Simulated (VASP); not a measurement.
Band structure of CaF$_{2}$ (fluorite). Level of theory: LDA (Ceperley-Alder, Perdew-Zunger), VASP's LDA PAW potentials (set 64) (plane waves; VASP).

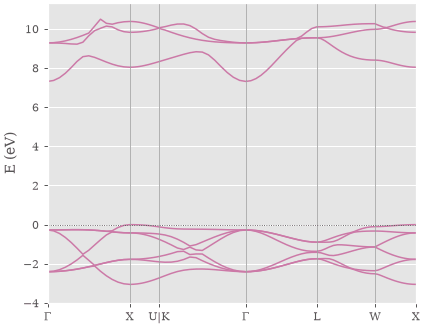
Fig. 1. Bands along high-symmetry lines, zero at the valence-band maximum or, without a gap, the Fermi level

Read the plot: is there a gap, and where are the band edges?

The gap is indirect, 7.31 eV, from the valence maximum at X to the conduction minimum at Γ. (Edges off the drawn lines would not show.)

Measured: gap 11.80 eV (computed value off by -4.49 eV), as given by E. Cadelano et al., The European Physical Journal B (2011), arXiv:1107.5962.

The compound is CaF2 in the fluorite structure. It was relaxed first, which changed the volume by -7 %.
